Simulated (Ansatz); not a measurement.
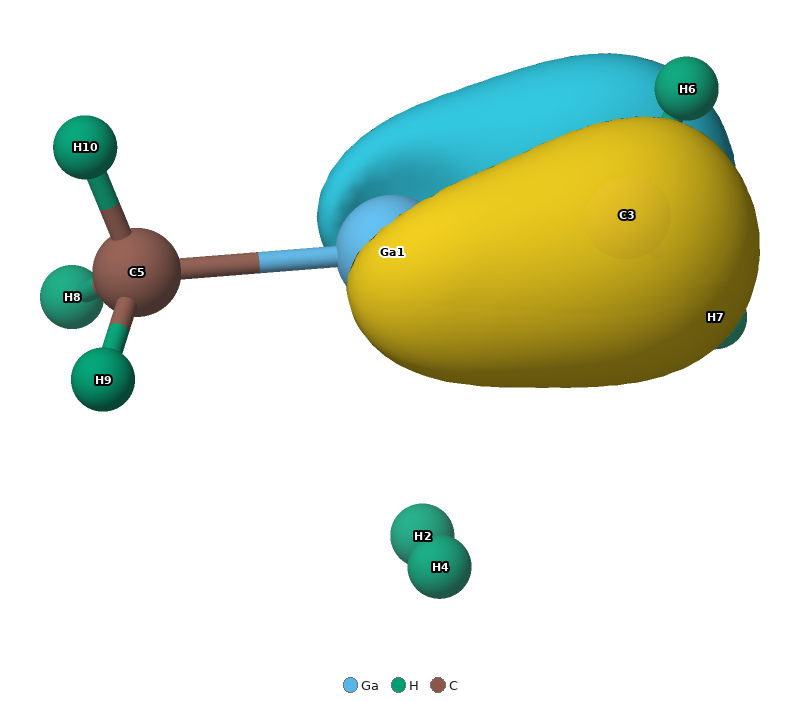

Figure. C2H5Ga···H2. The HOMO at ±0.15 Å⁻³ᐟ² (yellow and cyan are the two phases), seen at a tilt.

The product side of a reaction path; geometry: PBE0-D4/def2-TZVP.

These are results of RKS PBE0-D4/def2-TZVPP in Ansatz 0.2.0, not measurements.

The calculation's input:

```
crystal:
  periodic: [false, false, false]
  atoms:
    - {symbol: Ga, position_ang: [-0.242586, 0.390265, 0.074516]}
    - {symbol: H, position_ang: [0.048255, -1.666565, -1.203565]}
    - {symbol: C, position_ang: [-1.317845, 1.049140, -1.184768]}
    - {symbol: H, position_ang: [0.596721, -1.249366, -1.512151]}
    - {symbol: C, position_ang: [0.897185, -0.180504, 1.529187]}
    - {symbol: H, position_ang: [-1.875667, 1.966156, -1.040165]}
    - {symbol: H, position_ang: [-1.456702, 0.533476, -2.126535]}
    - {symbol: H, position_ang: [0.582748, -1.150546, 1.915432]}
    - {symbol: H, position_ang: [1.937799, -0.241412, 1.208882]}
    - {symbol: H, position_ang: [0.829992, 0.549256, 2.339267]}
basis:
  gaussian: {orbitals: def2-TZVPP}
hamiltonian: {xc: pbe0, dispersion: d4}
output: {orbitals: {seedname: orbitals}}
```

Launched as:

```sh
ansatz run in.yaml --threads 4 --pin off --events-out ev --progress --plain --max-ram 9574MiB
```

Question: Describe this orbital and give its energy.

Answer: By Hirshfeld shares it lies mainly on C3 (about 55 %) and Ga1 (about 35 %). Its energy is −5.12 eV.
